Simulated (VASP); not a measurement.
Band structure of CrO2 (rutile). All values below come from optB86b-vdW, VASP's PBE PAW potentials (set 64) (plane waves; VASP).

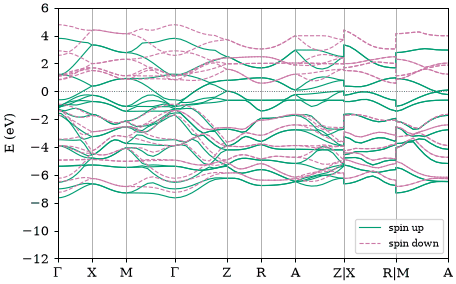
Bands along high-symmetry lines, zero at the valence-band maximum or, without a gap, the Fermi level

**Question.** Read the plot: is there a gap, and where are the band edges?

**Answer.** It has no gap at this level: it comes out as a metal or semimetal. (Edges off the drawn lines would not show.)

The compound is CrO2 in the rutile structure. It was relaxed first.
